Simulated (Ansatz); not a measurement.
# BGeH5 (SMILES [BH2][GeH3]): HF/3-21G

Aim: the vertical singlet–triplet gap of BGeH5 at HF/3-21G, from 2 runs. 

The results are computed with Ansatz 0.2.0.

48 further runs of the same task are left out: 48 set aside as unsound or not needed.

## (1) The molecule

BGeH5: 7 atoms, total charge 0, spin state singlet. SMILES: `[BH2][GeH3]`. The coordinates come from a PBE0-D4/def2-TZVP relaxation.

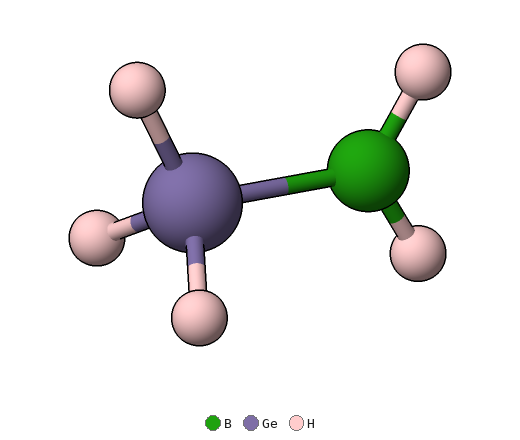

Viewed from a chosen angle; boron green, germanium purple, hydrogen pink.

## (2) The energy at HF/3-21G

File molecule.yaml:

```yaml
crystal:
  periodic: [false, false, false]
  atoms:
    - {symbol: B, position_ang: [0.007500, -1.219800, 0.268100]}
    - {symbol: Ge, position_ang: [0.048900, 0.786100, -0.183400]}
    - {symbol: H, position_ang: [-1.044400, -1.784600, 0.312800]}
    - {symbol: H, position_ang: [0.997700, -1.849300, 0.488600]}
    - {symbol: H, position_ang: [-0.601100, 1.019700, -1.562200]}
    - {symbol: H, position_ang: [-0.799800, 1.566200, 0.840700]}
    - {symbol: H, position_ang: [1.452500, 1.413700, -0.210300]}
basis:
  gaussian:
    orbitals: 3-21G-spherical.json
hamiltonian:
  xc: hf
accuracy: high
output:
  orbitals: {seedname: orbitals}
```

The basis set 3-21G is read from a file made from the Basis Set Exchange's data (not shown).

Command:

```
$ ansatz run molecule.yaml --threads 1 --pin off --max-ram 3480MiB --events-out events.jsonl --progress --plain --runs-dir runs
```

Output:

```text
Warning: RAYON_NUM_THREADS=1 ignored (pool sized by the plan → 1); use --threads N
Functional definition: HF
  name "HF"
  exchange = exact_x
  correlation = 0
773 factors; integrals over basis functions are off by at most 4.8e-9 eV
mean field evaluation 1: about -56945.0613 eV, gradient 1.1e1 eV
mean field evaluation 2: about -56945.1947 eV, gradient 1.1e1 eV
mean field evaluation 4: about -56945.8196 eV, gradient 3.4e-1 eV
mean field evaluation 8: about -56945.8211 eV, gradient 6.3e-5 eV
mean field -56945.82109368 eV, -2092.7203259289 hartree, gradient 1.3e-8 eV, S^2 0.000000; 0 other end points of the search recorded, 0 dependent functions left out
reference -56945.82109368 eV, -2092.7203259289 hartree; 21, 21 occupied and 20, 20 virtual orbitals, 773 factors
Total energy: -56945.82109368 eV, -2092.7203259289 hartree
```

It took 0.24 s on 1 thread of AMD EPYC 9R45 (Zen 5), shared host.

## (3) The triplet, same level

File run.yaml:

```yaml
crystal:
  periodic: [false, false, false]
  atoms:
    - {symbol: B, position_ang: [0.007500, -1.219800, 0.268100]}
    - {symbol: Ge, position_ang: [0.048900, 0.786100, -0.183400]}
    - {symbol: H, position_ang: [-1.044400, -1.784600, 0.312800]}
    - {symbol: H, position_ang: [0.997700, -1.849300, 0.488600]}
    - {symbol: H, position_ang: [-0.601100, 1.019700, -1.562200]}
    - {symbol: H, position_ang: [-0.799800, 1.566200, 0.840700]}
    - {symbol: H, position_ang: [1.452500, 1.413700, -0.210300]}
basis:
  gaussian: {orbitals: 3-21G-spherical.json}
magnetization: {spin_polarized: true, initial_magnetization: 2}
hamiltonian: {xc: hf}
accuracy: high
output: {orbitals: {seedname: orbitals}}
```

The basis set 3-21G is read from a file made from the Basis Set Exchange's data (not shown).

Command:

```
$ ansatz run run.yaml --threads 1 --pin off --max-ram 3480MiB --events-out events.jsonl --progress --plain --runs-dir runs
```

Output:

```text
Warning: RAYON_NUM_THREADS=1 ignored (pool sized by the plan → 1); use --threads N
[... 4 set-up lines as earlier in the session ...]
773 factors; integrals over basis functions are off by at most 4.8e-9 eV
mean field evaluation 1: about -56941.1455 eV, gradient 9.1e0 eV
mean field evaluation 2: about -56941.3002 eV, gradient 9.2e0 eV
mean field evaluation 4: about -56942.2701 eV, gradient 8.5e-1 eV
mean field evaluation 8: about -56942.2911 eV, gradient 6.3e-2 eV
mean field evaluation 16: about -56942.2913 eV, gradient 1.6e-8 eV
mean field -56942.29126893 eV, -2092.5906072620 hartree, gradient 5.0e-8 eV, S^2 2.010898; 0 other end points of the search recorded, 0 dependent functions left out
reference -56942.29126893 eV, -2092.5906072620 hartree; 22, 20 occupied and 19, 21 virtual orbitals, 773 factors
Total energy: -56942.29126893 eV, -2092.5906072620 hartree
```

Wall time 0.32 s (1 thread of AMD EPYC 9R45 (Zen 5), shared host); peak memory 0.11 GiB.

## (4) Outcome

Level: HF/3-21G.

```
                                        quantity           value
                           singlet: total energy  -2092.72033 Eh
                            singlet: HOMO energy       -11.17 eV
                            singlet: LUMO energy         1.37 eV
                          singlet: HOMO–LUMO gap        12.54 eV
                           triplet: total energy  -2092.59061 Eh
     triplet: HOMO energy (highest over α and β)        -7.66 eV
      triplet: LUMO energy (lowest over α and β)        -2.12 eV
                                   triplet: ⟨S²⟩           2.011
vertical energy of the triplet above the singlet        3.530 eV
```

At this shape the triplet lies 3.53 eV (81 kcal/mol) above the singlet.
